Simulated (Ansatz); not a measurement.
```xyz
7

Si    0.2206    0.0000   -0.0479
H     0.2256    0.0000    1.4320
H     1.6505    0.0000   -0.5215
H    -0.4734    1.2388   -0.5339
H    -0.4734   -1.2388   -0.5339
Br   -2.9886    0.0000    1.3942
H    -1.5737    0.0000    1.9050
```

Not at a stationary point (largest force 1.3 eV/Å).

Method: Ansatz, RKS PBE/def2-SVP.

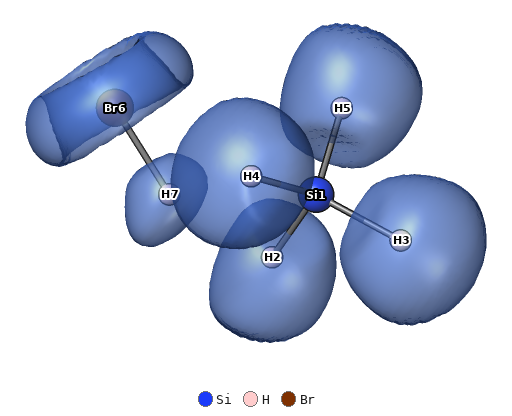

SiH₄···HBr. Isosurface of the electron localisation function at 0.85 (blue), seen at an oblique angle. Only the valence region is drawn (cores and ρ < 0.01 e/Å³ removed).

**Where are the electrons localised?**

At this value the surface marks out five regions around hydrogen nuclei and one region wrapped around Br (its lone pairs, merged into a ring or cap). Profiles from the grid: H2···H7 (1.86 Å): the ELF dips to about 0.15 between them. Si–H (1.48 Å): the ELF climbs to about 1 towards the hydrogen, as it does in any bond to H.
